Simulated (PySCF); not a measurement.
**C5H10BFSi: density, localisation and related maps**

The calculation's input:

```
{"job": {"kind": "nmr", "xc": "PBE0", "basis": "pcSseg-1"}, "charge": 0, "multiplicity": 1}
B      2.844467    -0.338632     0.073072
Si     1.069970    -0.066526    -0.688428
C      0.104990     1.481514    -0.076115
C     -1.115490     1.101994     0.780123
C     -1.994885     0.121590     0.069710
C     -1.535943    -1.061450    -0.317125
C     -0.136589    -1.463486    -0.041155
F      0.155913    -2.685641    -0.629468
H      3.032077    -0.297938     1.227758
H      3.769702    -0.568826    -0.602386
H      0.870813    -0.119843    -2.152848
H     -0.241544     2.061735    -0.931700
H      0.746797     2.143447     0.506692
H     -1.680839     2.001825     1.029997
H     -0.760746     0.661421     1.717147
H     -3.012358     0.413286    -0.140669
H     -2.141334    -1.762288    -0.871704
H      0.016240    -1.615866     1.035444
```

Run with:

```sh
OMP_NUM_THREADS=1 python probes_run.py task.json out
```

Geometry: GFN2-xTB.

The calculation used PBE0/pcSseg-1, SCF density, gas phase, non-relativistic in PySCF 2.14.0.

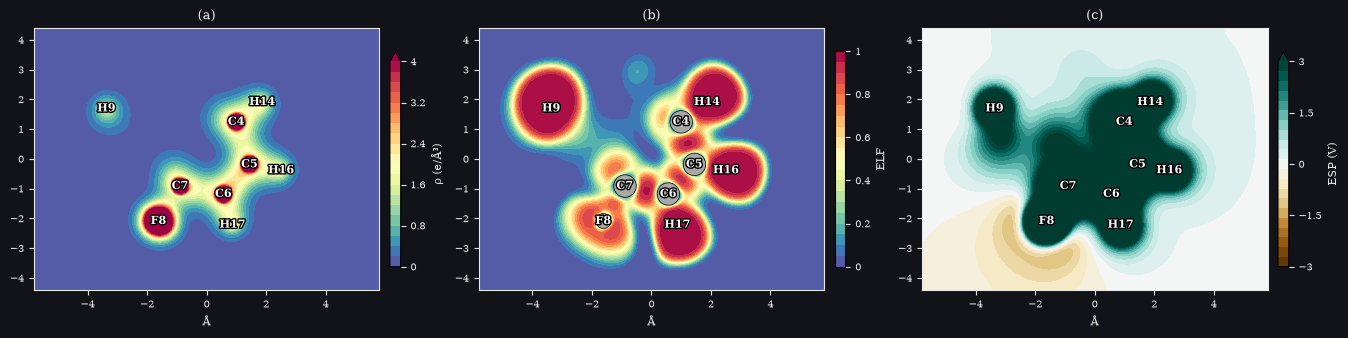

Figure 1. (a) electron density; (b) electron localisation function; (c) molecular electrostatic potential on the plane of atoms C4, C5 and C6. Grey discs cover the atomic cores in the ELF map.

Describe what can be read from this map.

Answer.
- Atoms in the plane: C, F and H.
- C–C (1.33 Å): ρ is about 2.3 e/Å³ halfway; the ELF peaks at about 0.90 between the atoms: a multiple bond.
- C–F (1.39 Å): the density is about 2 e/Å³ at the midpoint, with its minimum of 1.6 e/Å³ about 0.5 Å from C; the ELF peaks at about 0.85 between the atoms; a shared but strongly polarised pair.
- C–H (1.08 Å): ρ is about 2 e/Å³ halfway; the ELF climbs to about 1 towards the hydrogen, as it does in any bond to H (a covalent bond by its length).
- C–C (1.48 Å): the density is about 1.8 e/Å³ at the midpoint; the ELF peaks at about 0.95 between the atoms; localised, covalent bonding.
- The ELF also peaks beside F8, away from the bonds: lone-pair regions.
- Outside the dense part of the molecule the potential is most negative (−1.2 V) near F8.

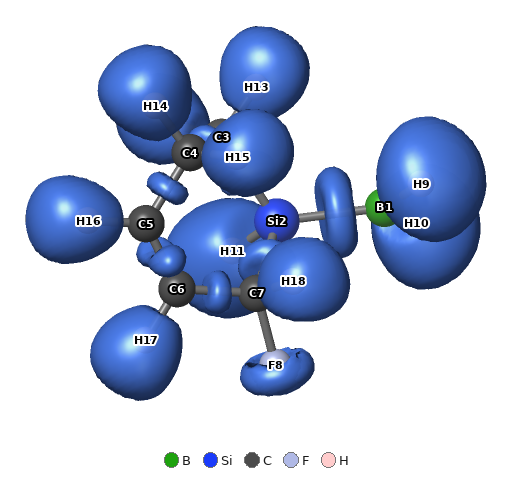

Figure 2. Isosurface of the ELF at 0.85 (blue), seen at a tilt. Core shells and regions of very low density are left out.

Describe the localisation domains.

Answer. The ELF exceeds this value in one region between bonded B–Si atoms (shared pairs), four regions between bonded C–C atoms (shared pairs), two regions between bonded C–Si atoms (shared pairs), ten regions around hydrogen nuclei and one region wrapped around F (its lone pairs, merged into a ring or cap).

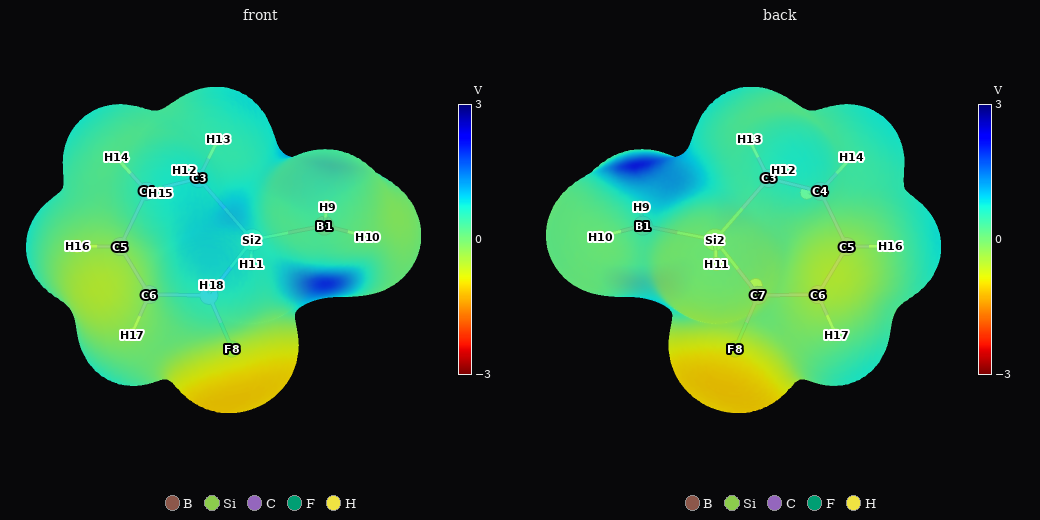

Figure 3. The electrostatic potential painted on the density surface at 0.002 e/bohr³, seen from the front and from behind; red is negative and blue positive.

Describe the electrostatic potential map.

Answer. The most negative region (about −1.1 V, or −25 kcal/mol for a unit charge) lies over F8, the most positive (about +2.0 V, or +46 kcal/mol for a unit charge) over B1.

What dipole moment does the calculation give?

Answer. Its dipole moment is 2.32 D.
